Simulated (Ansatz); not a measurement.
**Response to strain in SnTe**

The reference is SnTe in the rock salt structure (space group Fm-3m, No. 225; a = 6.4093 Å).

Strains are applied to the cell and any free atomic positions relax.

Method: PBE (Ansatz, an electronic-structure program), without spin-orbit coupling, earlier PAW set.

Notes on the quantities. energy relative to the base: free energy F.

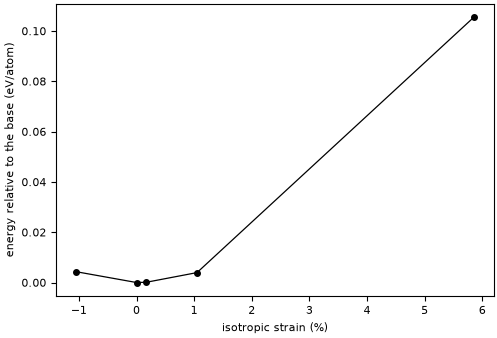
Fig. 1. Energy relative to the base against isotropic strain

**Question.** From the plot, what is the energy relative to the base for isotropic strain −1.05 %?

**Answer.** About 0.004 eV/atom.

**Question.** Is the trend monotonic over the range shown?

**Answer.** No, it turns within the range, spanning 0 meV/atom to +105 meV/atom.

Whether these cells are dynamically stable was not tested. All final runs are without spin polarisation.
